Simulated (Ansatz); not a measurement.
# H2NOPSi: what the fields show

Input

```
crystal:
  periodic: [false, false, false]
  atoms:
    - {symbol: "N", position_ang: [-2.621578, -0.207292, 0.631799]}
    - {symbol: O, position_ang: [-1.981498, -1.055246, 2.820199]}
    - {symbol: P, position_ang: [-3.365390, -0.704034, 1.942647]}
    - {symbol: Si, position_ang: [-1.075231, -0.529025, 1.428525]}
    - {symbol: H, position_ang: [-0.237879, 0.660296, 1.730395]}
    - {symbol: H, position_ang: [-0.260552, -1.628399, 0.850214]}
basis:
  gaussian:
    orbitals: def2-TZVPD
hamiltonian:
  xc: {name: PBE0}
output: {forces: true, orbitals: {seedname: orbitals}}
```

Launched as:

```sh
ansatz run input.yaml --threads 1 --pin off --max-ram 2610MiB --events-out events.jsonl --progress --plain --runs-dir runs
```

Geometry: PBE0-D3(BJ)/def2-SVP.

These are results of isolated molecule in a Gaussian basis; Kohn-Sham density functional theory, functional PBE0 (Ansatz), not measurements.

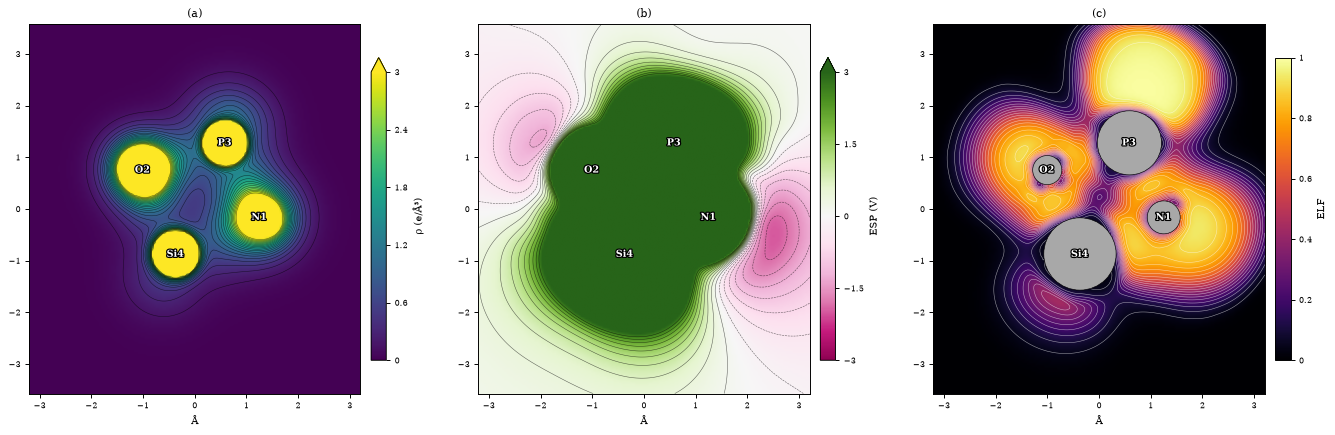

Figure 1. (a) electron density; (b) molecular electrostatic potential; (c) electron localisation function on the plane of atoms O2, P3 and Si4. Grey discs cover the atomic cores in the ELF map.

**Interpret the plot.**

Atoms in the plane: N, O, P and Si. P–N (1.59 Å): ρ is about 1.7 e/Å³ halfway; the ELF peaks at about 0.85 between the atoms, as expected for a polar covalent bond. P–O (1.68 Å): ρ at the midpoint is about 1.3 e/Å³; the ELF peaks at about 0.85 between the atoms (a polar covalent bond). Si–O (1.74 Å): the density is about 1 e/Å³ at the midpoint; the ELF peaks at about 0.85 between the atoms (a polar covalent bond). Si–N (1.77 Å): ρ at the midpoint is about 1.1 e/Å³; the ELF peaks at about 0.90 between the atoms: a polar covalent bond. Si–P (2.35 Å): the density is about 0.55 e/Å³ at the midpoint; the ELF is about 0.25 at the midpoint. The ELF also peaks beside N1, O2 and P3, away from the bonds: lone-pair regions. Outside the dense part of the molecule the potential is most negative (−2.0 V) near N1.

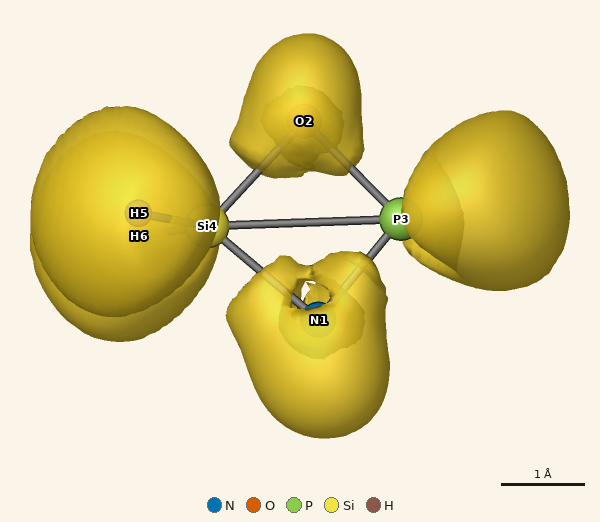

Figure 2. Isosurface of the electron localisation function at 0.75 (yellow), seen from one side. Only the valence region is drawn (cores and ρ < 0.01 e/Å³ removed).

**Describe the localisation domains.**

The ELF exceeds this value in two regions around hydrogen nuclei, one region on N in which the atom's valence shell and bonds are merged, one region on O in which the atom's valence shell and bonds are merged and one lobe on P, pointing away from the bonds (lone pairs).

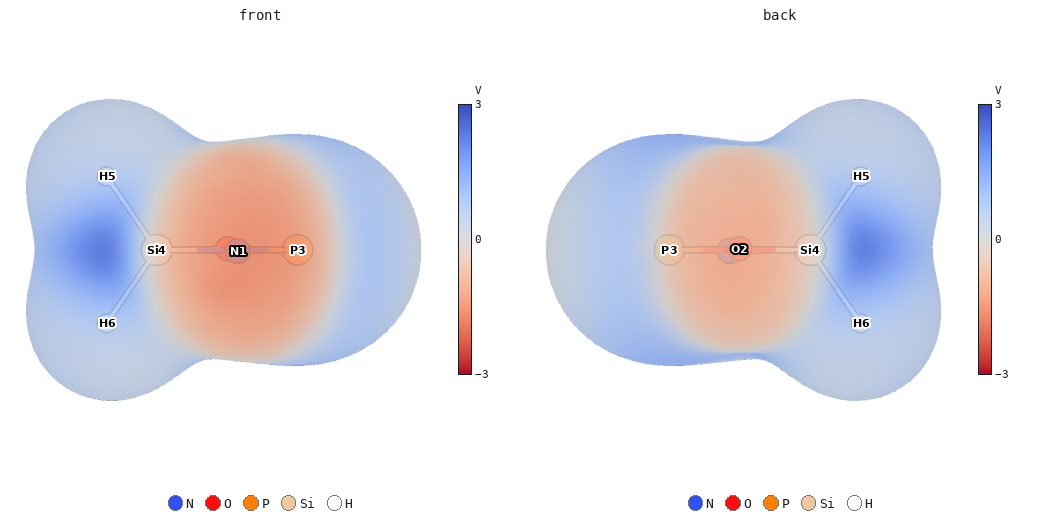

Figure 3. The electrostatic potential painted on the density surface at 0.002 e/bohr³, seen from the front and from behind; red is negative and blue positive.

**Describe the electrostatic potential map.**

The most negative region (about −1.6 V) lies over N1, the most positive (about +2.1 V) over Si4. N1 is the likeliest acceptor of a hydrogen bond.

**What dipole moment does the calculation give?**

Its dipole moment is 0.90 D.
